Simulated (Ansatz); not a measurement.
# AlGaPH+ (doublet): one geometry, many settings

Aim: run AlGaPH+ (doublet) at one geometry under a spread of methods and options, and see what each costs and gives.

The runs use Ansatz 0.2.0, Gaussian basis; the settings change from run to run.

19 further runs of the same task are left out: 3 for a known fault of the program, 7 that didn't finish, 9 set aside as unsound or not needed. Runs told in other sessions of the task aren't counted.

## (1) The geometry

The geometry is a PBE0/def2-TZVP stationary point (not a proven minimum) of the parent state, kept for this charge and spin. No spin-orbit coupling is included. The filled d shell of Ga may be among the frozen orbitals whatever the setting's name suggests.

4 atoms, charge 1, spin multiplicity 2.

Atoms are counted from 1 here; the program's logs count them from 0.

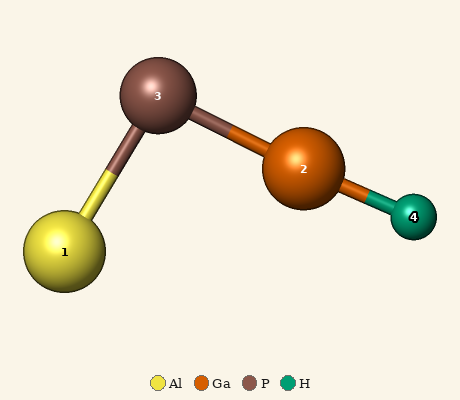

The geometry (aluminium yellow, gallium orange, phosphorus brown, hydrogen teal); atoms are numbered from 1 in the order of the file.

Coordinates:

```tsv
atom	x (Å)	y (Å)	z (Å)
Al1	0.00000	0.67052	-2.16443
Ga2	0.00000	0.20391	1.06699
P3	0.00000	-1.07845	-0.59246
H4	0.00000	1.08591	2.33859
```

## (2) MP2 on ROHF/cc-pVDZ

in.yaml reads:

```yaml
crystal:
  periodic: [false, false, false]
  atoms:
    - {symbol: Al, position_ang: [0.000000, 0.670524, -2.164434]}
    - {symbol: Ga, position_ang: [0.000000, 0.203913, 1.066985]}
    - {symbol: P, position_ang: [0.000000, -1.078452, -0.592463]}
    - {symbol: H, position_ang: [0.000000, 1.085912, 2.338594]}
basis:
  gaussian: {orbitals: cc-pVDZ}
total_charge: 1
magnetization: {spin_polarized: false, initial_magnetization: 1}
correlation: {method: mp2, electrons: outside_noble_gas}
output: {forces: true}
```

Started as:

```sh
ansatz run in.yaml --threads 1 --pin off --events-out ev --progress --plain --max-ram 2393MiB
```

The program printed:

```text
Functional definition: HF
  name "HF"
  cite "Fock, Z. Phys. 61, 126 (1930) doi:10.1007/BF01340294"
  parent pbe
  exchange = exact_x
  correlation = 0
740 factors; integrals over basis functions are off by at most 8.4e-4 eV
mean field evaluation 1: about -68194.1032 eV, gradient 2.4e1 eV
mean field evaluation 2: about -68194.1120 eV, gradient 2.4e1 eV
mean field evaluation 4: about -68197.1038 eV, gradient 1.9e0 eV
mean field evaluation 8: about -68197.1941 eV, gradient 1.4e-1 eV
mean field evaluation 16: about -68196.7259 eV, gradient 4.7e-2 eV
mean field evaluation 32: about -68196.7256 eV, gradient 4.5e-5 eV
mean field -68197.19500220 eV, -2506.2006906119 hartree, gradient 7.1e-6 eV, S^2 0.750000; 5 other end points of the search recorded, 0 dependent functions left out
mean field evaluation 64: about -68197.3592 eV, gradient 1.0e-1 eV
mean field evaluation 96: about -68195.5352 eV, gradient 8.1e-3 eV
24 core orbitals not correlated: weight in the atoms' cores, before any rotation towards them, 0.995 or more for the frozen orbitals, at most 0.003 for the correlated occupied ones
reference -68197.19500220 eV, -2506.2006906119 hartree; 6, 5 occupied and 38, 39 virtual orbitals, 740 factors
second order -5.34719841 eV of doubles, -0.06221723 eV of singles
the calculation of the forces begins
Total energy: -68202.60441784 eV, -2506.3994829700 hartree
Atom 0 at     0.000000     0.670524    -2.164434 Å, force    -0.000000    -0.560673     0.666178 eV/Å
Atom 1 at     0.000000     0.203913     1.066985 Å, force    -0.000000     1.509706     1.500225 eV/Å
Atom 2 at     0.000000    -1.078452    -0.592463 Å, force     0.000000    -0.853174    -2.174123 eV/Å
Atom 3 at     0.000000     1.085912     2.338594 Å, force    -0.000000    -0.095859     0.007720 eV/Å
Dipole moment:     0.000000     0.570215    -0.663183 e Å
```

Wall time 12 s (1 thread of Arm Neoverse V1, shared host).

## (3) BCCD(T)/cc-pVDZ

in.yaml, as its differences from that of step 2:

```diff
@@ -11,3 +11,3 @@
 magnetization: {spin_polarized: false, initial_magnetization: 1}
-correlation: {method: mp2, electrons: outside_noble_gas}
-output: {forces: true}
+hamiltonian: {xc: {name: B3LYP}}
+correlation: {method: bccd_t, electrons: outside_noble_gas}
```

Launched as before.

The program printed, cut to the lines that bear on the results:

```text
Functional definition: B3LYP
  name "B3LYP"
  cite "Stephens, Devlin, Chabalowski & Frisch, J. Phys. Chem. 98, 11623 (1994) doi:10.1021/j100096a001"
  cite "Becke, Phys. Rev. A 38, 3098 (1988) doi:10.1103/PhysRevA.38.3098"
  cite "Lee, Yang & Parr, Phys. Rev. B 37, 785 (1988) doi:10.1103/PhysRevB.37.785"
  cite "Vosko, Wilk & Nusair, Can. J. Phys. 58, 1200 (1980) doi:10.1139/p80-159"
[...]
740 factors; integrals over basis functions are off by at most 8.4e-4 eV
[...]
mean field -68273.49303933 eV, -2509.0045917597 hartree, gradient 1.4e-6 eV, S^2 0.750000; 7 other end points of the search recorded, 0 dependent functions left out
[...]
24 core orbitals not correlated: weight in the atoms' cores, before any rotation towards them, 0.995 or more for the frozen orbitals, at most 0.003 for the correlated occupied ones
reference -68196.50541682 eV, -2506.1753488164 hartree; 6, 5 occupied and 38, 39 virtual orbitals, 740 factors
second order -5.69929769 eV of doubles, -0.36084210 eV of singles
cycle   1  -6.27832151 eV  change   -2.2e-1 eV  update   9.3e-2
[...]
cycle  12  -6.55018287 eV  change    6.4e-6 eV  update   1.0e-5
perturbative correction -0.33004623 eV, -0.0121289754 hartree
Total energy: -68203.38564592 eV, -2506.4281925725 hartree
```

Run time: 28 s. Hardware: 1 thread of Arm Neoverse V1, shared host.

From the report: correlation -6.8802 eV; largest double amplitude 0.06.

## (4) BCCD(T) on ROHF/6-31G

in.yaml, as its differences from that of step 3:

```diff
@@ -8,6 +8,6 @@
 basis:
-  gaussian: {orbitals: cc-pVDZ}
+  gaussian: {orbitals: 6-31G}
 total_charge: 1
 magnetization: {spin_polarized: false, initial_magnetization: 1}
-hamiltonian: {xc: {name: B3LYP}}
 correlation: {method: bccd_t, electrons: outside_noble_gas}
+output: {forces: true}
```

Same command.

The program printed, cut to the lines that bear on the results:

```text
Functional definition: HF
  name "HF"
  cite "Fock, Z. Phys. 61, 126 (1930) doi:10.1007/BF01340294"
  parent pbe
[...]
561 factors; integrals over basis functions are off by at most 5.7e-4 eV
[...]
mean field -68186.95730545 eV, -2505.8244621958 hartree, gradient 1.2e-6 eV, S^2 0.750000; 10 other end points of the search recorded, 0 dependent functions left out
[...]
determinant -68186.95730545 eV, -2505.8244621958 hartree, with singles and doubles -68190.68505719 eV, -2505.9614545454 hartree
determinant -68186.47792188 eV, -2505.8068451745 hartree, with singles and doubles -68189.96050254 eV, -2505.9348276530 hartree
determinant -68184.41746946 eV, -2505.7311249447 hartree, with singles and doubles -68188.35452930 eV, -2505.8758092250 hartree
determinant -68184.02167562 eV, -2505.7165797893 hartree, with singles and doubles -68187.83155740 eV, -2505.8565903621 hartree
[...]
24 core orbitals not correlated: weight in the atoms' cores, before any rotation towards them, 0.990 or more for the frozen orbitals, at most 0.007 for the correlated occupied ones
reference -68186.95730545 eV, -2505.8244621958 hartree; 6, 5 occupied and 27, 28 virtual orbitals, 561 factors
second order -3.03652424 eV of doubles, -0.06526564 eV of singles
cycle   1  -3.71718541 eV  change   -6.2e-2 eV  update   3.0e-2
[...]
cycle  14  -3.71809085 eV  change   -2.7e-7 eV  update   7.6e-7
perturbative correction -0.18740846 eV, -0.0068871339 hartree
[...]
Total energy: -68190.86280477 eV, -2505.9679866483 hartree
Atom 0 at     0.000000     0.670524    -2.164434 Å, force    -0.000000     0.098296    -0.236175 eV/Å
Atom 1 at     0.000000     0.203913     1.066985 Å, force    -0.000000     1.685302     2.092244 eV/Å
Atom 2 at     0.000000    -1.078452    -0.592463 Å, force     0.000000    -1.828718    -2.089138 eV/Å
Atom 3 at     0.000000     1.085912     2.338594 Å, force     0.000000     0.045120     0.233068 eV/Å
Dipole moment:    -0.000000     0.637886    -0.644430 e Å
```

Wall time 15 s (1 thread of Arm Neoverse V1, shared host).

From the report: correlation -3.9055 eV; largest double amplitude 0.07.

## (5) CCSD(T) on ROHF/cc-pVDZ

in.yaml, as its differences from that of step 4:

```diff
@@ -8,6 +8,6 @@
 basis:
-  gaussian: {orbitals: 6-31G}
+  gaussian: {orbitals: cc-pVDZ, fitting: {mean_field: def2-universal-jkfit}}
 total_charge: 1
 magnetization: {spin_polarized: false, initial_magnetization: 1}
-correlation: {method: bccd_t, electrons: outside_noble_gas}
+correlation: {method: ccsd_t, electrons: outside_noble_gas}
 output: {forces: true}
```

Launched as before.

The program printed, cut to the lines that bear on the results:

```text
Functional definition: HF
  name "HF"
  cite "Fock, Z. Phys. 61, 126 (1930) doi:10.1007/BF01340294"
  parent pbe
[...]
540 factors; integrals over basis functions are off by at most 3.5e-1 eV
[...]
mean field -68197.19191014 eV, -2506.2005769806 hartree, gradient 2.5e-6 eV, S^2 0.750000; 7 other end points of the search recorded, 0 dependent functions left out
[...]
determinant -68197.19191014 eV, -2506.2005769806 hartree, with singles and doubles -68203.34773573 eV, -2506.4267993987 hartree
determinant -68196.72277222 eV, -2506.1833364803 hartree, with singles and doubles -68202.74891582 eV, -2506.4047931729 hartree
determinant -68194.51374716 eV, -2506.1021563066 hartree, with singles and doubles -68200.90512366 eV, -2506.3370350605 hartree
determinant -68194.16940504 eV, -2506.0895019670 hartree, with singles and doubles -68200.57592567 eV, -2506.3249372576 hartree
24 core orbitals not correlated: weight in the atoms' cores, before any rotation towards them, 0.995 or more for the frozen orbitals, at most 0.003 for the correlated occupied ones
reference -68197.19191014 eV, -2506.2005769806 hartree; 6, 5 occupied and 38, 39 virtual orbitals, 540 factors
second order -5.34470043 eV of doubles, -0.06223412 eV of singles
cycle   1  -6.15699464 eV  change   -1.2e-3 eV  update   2.3e-3
[...]
cycle  11  -6.15833722 eV  change   -1.0e-6 eV  update   7.3e-7
perturbative correction -0.32680332 eV, -0.0120098007 hartree
[...]
Total energy: -68203.67705068 eV, -2506.4389014998 hartree
Atom 0 at     0.000000     0.670524    -2.164434 Å, force    -0.000000    -0.386090     0.457202 eV/Å
Atom 1 at     0.000000     0.203913     1.066985 Å, force    -0.000000     1.490194     1.580374 eV/Å
Atom 2 at     0.000000    -1.078452    -0.592463 Å, force     0.000000    -1.093063    -2.139783 eV/Å
Atom 3 at     0.000000     1.085912     2.338594 Å, force    -0.000000    -0.011040     0.102207 eV/Å
Dipole moment:     0.000000     0.543559    -0.637270 e Å
```

Run time: 23 s. Hardware: 1 thread of Arm Neoverse V1, shared host.

From the report: correlation -6.4851 eV; T1 0.035; largest double amplitude 0.06.

## (6) CCSD(T) on ROHF/cc-pVDZ

in.yaml, as its differences from that of step 5:

```diff
@@ -11,3 +11,4 @@
 magnetization: {spin_polarized: false, initial_magnetization: 1}
-correlation: {method: ccsd_t, electrons: outside_noble_gas}
+correlation: {method: ccsd_t, electrons: valence}
+accuracy: high
 output: {forces: true}
```

Launched as before.

The program printed, cut to the lines that bear on the results:

```text
Functional definition: HF
  name "HF"
  cite "Fock, Z. Phys. 61, 126 (1930) doi:10.1007/BF01340294"
  parent pbe
[...]
540 factors; integrals over basis functions are off by at most 3.5e-1 eV
[...]
mean field -68197.19191014 eV, -2506.2005769807 hartree, gradient 1.8e-8 eV, S^2 0.750000; 7 other end points of the search recorded, 0 dependent functions left out
[...]
determinant -68197.19191014 eV, -2506.2005769807 hartree, with singles and doubles -68203.90195717 eV, -2506.4471666607 hartree
determinant -68196.72277226 eV, -2506.1833364815 hartree, with singles and doubles -68203.30073167 eV, -2506.4250720313 hartree
determinant -68194.51374722 eV, -2506.1021563087 hartree, with singles and doubles -68201.44193267 eV, -2506.3567624280 hartree
determinant -68194.16940503 eV, -2506.0895019666 hartree, with singles and doubles -68201.13198185 eV, -2506.3453719454 hartree
19 core orbitals not correlated: weight in the atoms' cores, before any rotation towards them, 1.000 or more for the frozen orbitals, at most 0.000 for the correlated occupied ones
reference -68197.19191014 eV, -2506.2005769807 hartree; 11, 10 occupied and 38, 39 virtual orbitals, 540 factors
second order -5.90179784 eV of doubles, -0.06226703 eV of singles
cycle   1  -6.71105041 eV  change   -1.0e-3 eV  update   2.4e-3
[...]
cycle  21  -6.71258337 eV  change   9.7e-10 eV  update   1.8e-9
perturbative correction -0.37154709 eV, -0.0136541036 hartree
[...]
Total energy: -68204.27604060 eV, -2506.4609139732 hartree
Atom 0 at     0.000000     0.670524    -2.164434 Å, force    -0.000000    -0.368996     0.472177 eV/Å
Atom 1 at     0.000000     0.203913     1.066985 Å, force    -0.000000     1.501043     1.564216 eV/Å
Atom 2 at     0.000000    -1.078452    -0.592463 Å, force     0.000000    -1.015382    -1.988933 eV/Å
Atom 3 at     0.000000     1.085912     2.338594 Å, force    -0.000000    -0.116665    -0.047460 eV/Å
Dipole moment:     0.000000     0.542523    -0.652319 e Å
```

Wall time 54 s (1 thread of Arm Neoverse V1, shared host); peak memory 0.3 GiB.

From the report: correlation -7.0841 eV; T1 0.026; largest double amplitude 0.06.

## (7) All runs side by side

Where basis and cores are those of an earlier UCCSDT(Q)/cc-pVDZ run (-68203.7467 eV), and the records show the same count of frozen orbitals and kind of state, the miss against it is given; a blank cell means that this couldn't be shown.

```tsv
level	correlated	functions	energy (eV)	from UCCSDT(Q) (meV)	time
MP2 on ROHF/cc-pVDZ	outside noble gas	68	-68202.6044	1142.3	12 s
BCCD(T)/cc-pVDZ (on B3LYP orbitals)	outside noble gas	68	-68203.3856	361.1	28 s
BCCD(T) on ROHF/6-31G	outside noble gas	57	-68190.8628		15 s
CCSD(T) on ROHF/cc-pVDZ	outside noble gas	68	-68203.6771	69.7	23 s
CCSD(T) on ROHF/cc-pVDZ	valence	68	-68204.2760		54 s
```

## (8) Summary of results

| quantity | value |
| --- | --- |
| runs | 5 |
| quickest | MP2 on ROHF/cc-pVDZ, 12 s |
| slowest | CCSD(T) on ROHF/cc-pVDZ, 54 s |

In words: Total energies in different bases, with other cores or another treatment of relativity can't be set against each other. «valence» and «outside noble gas» are the program's key words; the logs give how many orbitals each freezes, and for Ga to Kr the 3d shell needn't follow the word's plain sense. CCSD(T) on ROHF/cc-pVDZ took 4 times as long as MP2 on ROHF/cc-pVDZ; the jobs differ in more than the method. Among the correlated runs with a miss given, it spans +70 to +1142 meV. Cores frozen from Kohn-Sham orbitals shift the total energy.
